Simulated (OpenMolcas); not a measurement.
# CH2F2 (difluoromethane): MP2/def2-SVP

What is the energy change on altering one bond length of CH2F2 (difluoromethane) at MP2/def2-SVP? 

The results are computed with OpenMolcas 26.06.

## (1) The molecule

CH2F2 has 5 atoms, charge 0, and is taken as a singlet. SMILES: `FCF`. Geometry: relaxed at PBE0-D4/def2-TZVP.

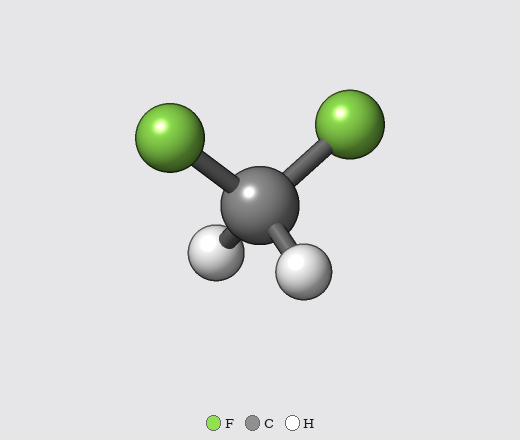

The structure, seen from a chosen angle (fluorine green, carbon grey, hydrogen white).

## (2) Energy and forces at MP2/def2-SVP

Input file coord.xyz:

```xyz
5

F     -1.073300     0.191200     0.698300
C      0.010100    -0.016900    -0.082300
F      1.090500    -0.179200     0.713200
H     -0.142700    -0.932900    -0.659500
H      0.165300     0.864200    -0.711100
```

Input file job.input:

```
&gateway
  baslib=$CurrDir
  coord=coord.xyz
  basis=def2-SVP
  group=NoSym

&seward

&scf
  prorbitals=1 1

&mbpt2
  frozen=3
  grdt

&alaska
```

The basis set def2-SVP is read from a file made from the Basis Set Exchange's data (not shown).

Started as:

```sh
$ export MOLCAS_MEM=1860
$ pymolcas job.input > job.log
```

The log of the run, cut to the lines that bear on the results:

```text
--- Start Module: gateway ---
[...]
--- Stop Module: gateway /rc=_RC_ALL_IS_WELL_ ---
[...]
      Basis functions           52
[...]
       Convergence after  10 Iterations
[...]
::    Total SCF energy                               -237.7106732943
[...]
      Total spin, S                                     0.0000000000
[...]
      Total electronic charge=   26.000000
      Total            charge=   -0.000000
[...]
--- Start Module: mbpt2 ---
[...]
WARNING!
Default frozen orbitals as non valence orbitals is overwritten by user input.
Default values:   3
[...]
       Reference weight ( Cref**2 )         =        0.89610
::    Total MBPT2 energy                             -238.2169698181
[...]
      Dipole Moment (debye):
      Origin of the operator (angstrom)=    0.0091   -0.0008    0.4700
                   X=  3.6439E-03               Y= -5.6516E-02               Z= -1.9423E+00           Total=  1.9431E+00
      Quadrupole Moment (debye*angstrom):
[...]
      Total MBPT2 calculations                           0.53      0.73
--- Stop Module: mbpt2 /rc=_RC_ALL_IS_WELL_ ---
--- Start Module: alaska ---
[...]
 *              Molecular gradients               *
 **************************************************
  Irreducible representation: a
 ------------------------------------------------------------------------------------------
                              X                       Y                       Z
 ------------------------------------------------------------------------------------------
  F1                1.33006960961168E-03   -2.01326178308481E-04    7.90611007813524E-04
  C2               -8.50200340697486E-06   -3.20068828644021E-04   -8.42943223525516E-03
  F3               -1.32910785411688E-03    2.55415237214951E-04    7.68707327090112E-04
  H4                4.16087851602964E-04    2.54529135624360E-03    3.38484533224248E-03
  H5               -4.08547603696019E-04   -2.27931158653005E-03    3.48526856812015E-03
 ------------------------------------------------------------------------------------------
--- Stop Module: alaska /rc=_RC_ALL_IS_WELL_ ---
[...]
```

It took 3.6 s on 1 thread of Arm Neoverse V1, shared host; peak memory 0.38 GiB.

## (3) The distorted shape

coord.xyz, as its differences from that of step 2:

```diff
@@ -2,3 +2,3 @@
 
-F     -1.073300     0.191200     0.698300
+F     -1.615029     0.295256     1.088621
 C      0.010100    -0.016900    -0.082300
```

job.input, as its differences from that of step 2:

```diff
@@ -1 +1,3 @@
+>>> EXPORT MOLCAS_PRINT=2
+
 &gateway
```

The basis set def2-SVP is read from a file made from the Basis Set Exchange's data (not shown).

Started as:

```sh
$ export MOLCAS_MEM=1860
$ pymolcas job.input > job.log
```

The log of the run, cut to the lines that bear on the results:

```text
--- Start Module: gateway ---
[...]
--- Stop Module: gateway /rc=_RC_ALL_IS_WELL_ ---
[...]
      Basis functions           52
[...]
       Convergence after  12 Iterations
[...]
::    Total SCF energy                               -237.5733558840
[...]
      Total spin, S                                     0.0000000000
[...]
      Total electronic charge=   26.000000
      Total            charge=   -0.000000
[...]
--- Start Module: mbpt2 ---
[...]
WARNING!
Default frozen orbitals as non valence orbitals is overwritten by user input.
Default values:   3
[...]
       Reference weight ( Cref**2 )         =        0.87504
::    Total MBPT2 energy                             -238.1037183683
[...]
      Dipole Moment (debye):
      Origin of the operator (angstrom)=   -0.1888    0.0372    0.6126
                   X=  1.8753E+00               Y= -4.0813E-01               Z= -3.0193E+00           Total=  3.5776E+00
      Quadrupole Moment (debye*angstrom):
[...]
      Total MBPT2 calculations                           0.58      0.78
--- Stop Module: mbpt2 /rc=_RC_ALL_IS_WELL_ ---
--- Start Module: alaska ---
[...]
 *              Molecular gradients               *
 **************************************************
  Irreducible representation: a
 ------------------------------------------------------------------------------------------
                              X                       Y                       Z
 ------------------------------------------------------------------------------------------
  F1               -7.69588510808106E-02    1.48458263750486E-02    5.76143968309175E-02
  C2                9.03414244310685E-03   -3.06337010556135E-03   -4.99263495058599E-02
  F3                3.40657056712370E-02   -5.56043124800287E-03    9.46748878947279E-03
  H4                1.80632550212572E-02    3.50898025833679E-03   -8.74787020974521E-03
  H5                1.57957479452092E-02   -9.73100527984183E-03   -8.40766590476250E-03
 ------------------------------------------------------------------------------------------
--- Stop Module: alaska /rc=_RC_ALL_IS_WELL_ ---
[...]
```

Run time: 3.9 s. Hardware: 1 thread of Arm Neoverse V1, shared host; peak memory 0.38 GiB.

## (4) Outcome

Level: MP2/def2-SVP, 3 core orbitals frozen.

| quantity | value |
| --- | --- |
| first shape: total energy | -238.21697 Eh |
| first shape: dipole moment (mean-field density) | 2.27 D |
| first shape: HOMO energy (Hartree–Fock orbitals) | -14.55 eV |
| first shape: LUMO energy (Hartree–Fock orbitals) | 5.15 eV |
| first shape: HOMO–LUMO gap (Hartree–Fock orbitals) | 19.69 eV |
| first shape: correlation energy (3 core orbitals frozen) | -506.3 mEh |
| first shape: largest force on an atom | 0.434 eV/Å |
| distorted shape: total energy | -238.10372 Eh |
| distorted shape: dipole moment (mean-field density) | 4.88 D |
| distorted shape: HOMO energy (Hartree–Fock orbitals) | -13.54 eV |
| distorted shape: LUMO energy (Hartree–Fock orbitals) | 1.42 eV |
| distorted shape: HOMO–LUMO gap (Hartree–Fock orbitals) | 14.96 eV |
| distorted shape: correlation energy (3 core orbitals frozen) | -530.4 mEh |
| distorted shape: largest force on an atom | 5.002 eV/Å |
| energy change with the F1–C2 bond stretched from 1.351 to 2.027 Å | 3.082 eV |

In words: With the F1–C2 bond stretched from 1.351 to 2.027 Å the energy rises by 3.08 eV (297 kJ/mol). The first shape isn't relaxed at this level, so the change isn't measured from a minimum. The largest force (first shape) is 0.43 eV/Å: the shape isn't a stationary point for this species at this level. Mulliken charges (first shape) of the mean-field density run from -0.35 on F1 to +0.65 on C2.
